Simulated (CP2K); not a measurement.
# AlBNH5 (SMILES B[NH][AlH2]), run twice

Aim: the energy of AlBNH5 at GFN0-xTB.

Program for the calculation: CP2K 2026.2.

4 further runs of the same task are left out: 4 set aside as unsound or not needed.

### Step 1. The structure to begin with

AlBNH5: 8 atoms, total charge 0, spin state singlet. SMILES: `B[NH][AlH2]`. The shape comes from GFN2-xTB, which is rough for such elements, and wasn't checked as a minimum.

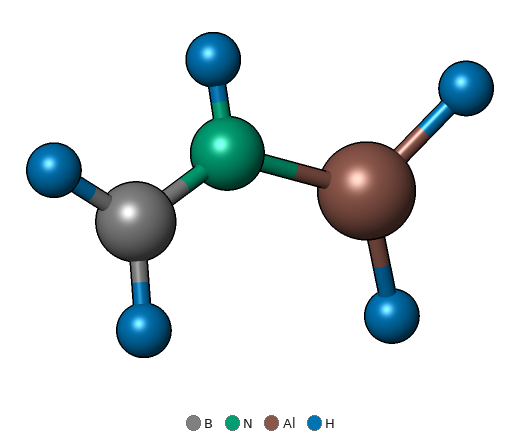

The structure, seen from a chosen angle (boron grey, nitrogen teal, aluminium brown, hydrogen blue).

### Step 2. Try one

mol.inp reads:

```
&GLOBAL
  PROJECT_NAME mol
  RUN_TYPE ENERGY
  PRINT_LEVEL MEDIUM
&END GLOBAL

&FORCE_EVAL
  METHOD QUICKSTEP
  &DFT
    &QS
      METHOD XTB
      EPS_DEFAULT 1.0E-10
      &XTB
        GFN_TYPE 0
        CHECK_ATOMIC_CHARGES F
      &END XTB
    &END QS
    ! cluster boundary conditions
    &POISSON
      PERIODIC NONE
      POISSON_SOLVER ANALYTIC
    &END POISSON
    ! SCF settings
    &SCF
      SCF_GUESS ATOMIC
      EPS_SCF 1.0E-07
      MAX_SCF 88
      ADDED_MOS 4
      &DIAGONALIZATION
        ALGORITHM STANDARD
      &END DIAGONALIZATION
      &MIXING
        METHOD DIRECT_P_MIXING
        ALPHA 0.4
      &END MIXING
    &END SCF
    ! extra output
    &PRINT
      &MOMENTS
        PERIODIC F
        REFERENCE COM
        MAX_MOMENT 1
      &END MOMENTS
      &MO ON
        ENERGIES T
        OCCUPATION_NUMBERS T
        NDIGITS 6
        &EACH
          QS_SCF 0
        &END EACH
        ADD_LAST NUMERIC
      &END MO
      &HIRSHFELD OFF
      &END HIRSHFELD
    &END PRINT
  &END DFT
  &SUBSYS
    ! vacuum box
    &CELL
      ABC 19.4 19.2 19.3
      PERIODIC NONE
    &END CELL
    &COORD
      B     -0.818780     1.046570    -0.702890
      N     -0.333660     0.187420     0.305480
      Al     0.979030    -1.052340     0.420150
      H      2.591050    -1.088840    -0.463590
      H     -0.294800     1.028500    -1.752190
      H     -0.857420     0.263900     1.179000
      H      2.241050    -1.088840    -0.463590
      H      0.811930    -2.143210     1.498630
    &END COORD
    &TOPOLOGY
      &CENTER_COORDINATES
      &END CENTER_COORDINATES
    &END TOPOLOGY
  &END SUBSYS
&END FORCE_EVAL
```

Launch:

```bash
$ OMP_NUM_THREADS=1 cp2k.psmp mol.inp > mol.out
```

Standard output:

```text
CP2K| version string:                                       CP2K version 2026.2
[...]
 GLOBAL| Method name                                                        CP2K
[...]
 GLOBAL| Run type                                                         ENERGY
[...]
                             - Atoms:                                          8
[...]
                             - Spherical basis functions:                     27
[...]
 *** WARNING in particle_methods.F:720 :: The distance between the atoms 4 ***
 *** and 7 is only 0.350 angstrom and thus smaller than the threshold of   ***
 *** 0.500 angstrom                                                        ***
[...]
 Number of electrons:                                                         16
[...]
 TB_DIPOLE| Moment [Debye]          7.89042336      -6.71315711       2.85254325
 TB_DIPOLE| Derivative [a.u.]       0.00000000       0.00000000       0.00000000
[...]
 ENERGY| Total FORCE_EVAL ( QS ) energy [hartree]             -7.682951773029407
[...]
```

Run time: 0.18 s. Hardware: 1 thread of Arm Neoverse V2, shared host.

### Step 3. What went wrong

It ran to the end. The result can't be trusted all the same.

The fault: two atoms lie on top of or far too near each other. As the program read them, the closest atoms are 0.35 Å apart, against 1.02 Å in the sound input.

### Step 4. The mended input

molecule.inp reads:

```
&GLOBAL
 PROJECT_NAME molecule
 RUN_TYPE ENERGY
 PRINT_LEVEL MEDIUM
&END

&FORCE_EVAL
 METHOD QS
 &DFT
  CHARGE 0
  MULTIPLICITY 1
  &QS
   METHOD XTB
   EPS_DEFAULT 1.0E-10
   &XTB
    GFN_TYPE 0
    CHECK_ATOMIC_CHARGES F
   &END
  &END
  ! isolated system
  &POISSON
   PERIODIC NONE
   POISSON_SOLVER ANALYTIC
  &END
  &SCF
   SCF_GUESS ATOMIC
   EPS_SCF 1.0E-07
   MAX_SCF 150
   ADDED_MOS 4
   &DIAGONALIZATION
    ALGORITHM STANDARD
   &END
   &MIXING
    METHOD DIRECT_P_MIXING
    ALPHA 0.4
   &END
  &END
  ! extra output
  &PRINT
   &MOMENTS
    PERIODIC F
    REFERENCE COM
    MAX_MOMENT 1
   &END
   &MO ON
    ENERGIES T
    OCCUPATION_NUMBERS T
    NDIGITS 6
    &EACH
     QS_SCF 0
    &END
    ADD_LAST NUMERIC
   &END
   &HIRSHFELD OFF
   &END
  &END
 &END
 ! atoms, cell and kinds
 &SUBSYS
  ! vacuum box
  &CELL
   ABC [angstrom] 20 19.9 19.3
   PERIODIC NONE
  &END
  &COORD
   B     -0.818780     1.046570    -0.702890
   N     -0.333660     0.187420     0.305480
   Al     0.979030    -1.052340     0.420150
   H     -1.727350     1.757990    -0.484580
   H     -0.294800     1.028500    -1.752190
   H     -0.857420     0.263900     1.179000
   H      2.241050    -1.088840    -0.463590
   H      0.811930    -2.143210     1.498630
  &END
  &TOPOLOGY
   &CENTER_COORDINATES
   &END
  &END
 &END
&END
```

Launch:

```bash
$ OMP_NUM_THREADS=1 cp2k.psmp molecule.inp > molecule.out
```

Standard output:

```text
CP2K| version string:                                       CP2K version 2026.2
[...]
 GLOBAL| Method name                                                        CP2K
[...]
 GLOBAL| Run type                                                         ENERGY
[...]
                             - Atoms:                                          8
[...]
                             - Spherical basis functions:                     27
[...]
 Number of electrons:                                                         16
[...]
 TB_DIPOLE| Moment [Debye]          0.74144219      -0.81719120       0.53210507
 TB_DIPOLE| Derivative [a.u.]       0.00000000       0.00000000       0.00000000
[...]
 ENERGY| Total FORCE_EVAL ( QS ) energy [hartree]             -8.485111127786965
[...]
```

It took 0.2 s on 1 thread of Arm Neoverse V2, shared host.

### Step 5. Results

At GFN0-xTB:

| quantity | value |
| --- | --- |
| total energy | -8.48511 Eh |
| dipole moment (from atomic charges alone) | 1.23 D |
| HOMO energy | -12.55 eV |
| LUMO energy | -6.87 eV |
| HOMO–LUMO gap | 5.69 eV |
| dispersion energy | -3.59 kJ/mol |

In words: The first attempt's energy was +21.828 eV off this one. The dipole comes from point charges on the atoms alone, without atomic dipoles, so it is partial.
